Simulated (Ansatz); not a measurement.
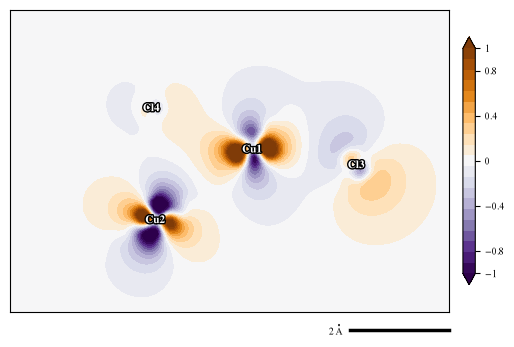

The picture shows: Cl₂Cu₂ (charge −1, doublet). The HOMO−1 (β) on the molecular plane (values in Å⁻³ᐟ²; the overall sign is arbitrary).

Geometry: r2SCAN-D4/def2-SVPD.

Method: UKS PBE0-D4/def2-TZVPD in Ansatz.

Describe this orbital and give its energy.

Its weight (Hirshfeld) is mainly on Cu2 (about 45 %), Cu1 (about 40 %) and Cl3 (about 15 %). Its energy is −3.02 eV.
